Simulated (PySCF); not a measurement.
```yaml
atoms:
  - { symbol: C, position_ang: [-1.1481, 1.3461, -1.9881] }
  - { symbol: Si, position_ang: [-0.8155, -0.2032, -0.9473] }
  - { symbol: C, position_ang: [-2.2475, -0.7801, 0.1568] }
  - { symbol: C, position_ang: [-1.5111, -1.3306, 1.3732] }
  - { symbol: C, position_ang: [-0.3347, -0.4052, 1.6733] }
  - { symbol: N, position_ang: [0.1995, 0.0715, 0.4106] }
  - { symbol: C, position_ang: [1.4891, 0.6541, 0.4668] }
  - { symbol: C, position_ang: [2.3333, 0.7315, -0.7622] }
  - { symbol: C, position_ang: [2.7163, -0.2110, 0.3402] }
  - { symbol: H, position_ang: [-1.5936, 2.1448, -1.4033] }
  - { symbol: H, position_ang: [-0.2256, 1.7245, -2.4145] }
  - { symbol: H, position_ang: [-1.8196, 1.1193, -2.8090] }
  - { symbol: H, position_ang: [-0.3457, -1.2922, -1.8336] }
  - { symbol: H, position_ang: [-2.8896, -1.5367, -0.2856] }
  - { symbol: H, position_ang: [-2.8844, 0.0537, 0.4503] }
  - { symbol: H, position_ang: [-2.1586, -1.4256, 2.2466] }
  - { symbol: H, position_ang: [-1.1232, -2.3209, 1.1295] }
  - { symbol: H, position_ang: [-0.6629, 0.4499, 2.2822] }
  - { symbol: H, position_ang: [0.4443, -0.9333, 2.2355] }
  - { symbol: H, position_ang: [1.5561, 1.4876, 1.1653] }
  - { symbol: H, position_ang: [1.9363, 0.3040, -1.6685] }
  - { symbol: H, position_ang: [2.9291, 1.6181, -0.9184] }
  - { symbol: H, position_ang: [2.5621, -1.2643, 0.1655] }
  - { symbol: H, position_ang: [3.5824, 0.0175, 0.9422] }
```

Geometry: GFN2-xTB.

Theory: PySCF 2.14.0, PBE0/pcSseg-1, SCF density, gas phase, non-relativistic.

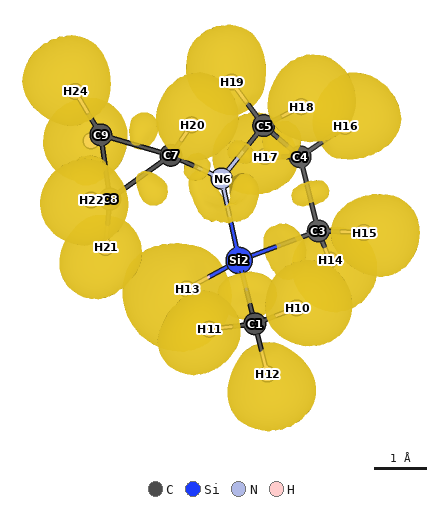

C7H15NSi. Isosurface of the electron localisation function at 0.85 (yellow), seen at a tilt. Core shells and regions of very low density are left out.

> What do the ELF domains correspond to?

At this value the surface marks out five regions between bonded C–C atoms (shared pairs), two regions between bonded C–N atoms (shared pairs), two regions between bonded C–Si atoms (shared pairs), one region between bonded N–Si atoms (shared pairs) and 15 regions around hydrogen nuclei.

Values along the shortest contacts:
C–N (1.42 Å): the ELF peaks at about 0.95 between the atoms: a shared electron pair. C–C (1.49 Å): the ELF peaks at about 0.90 between the atoms: localised, covalent bonding.
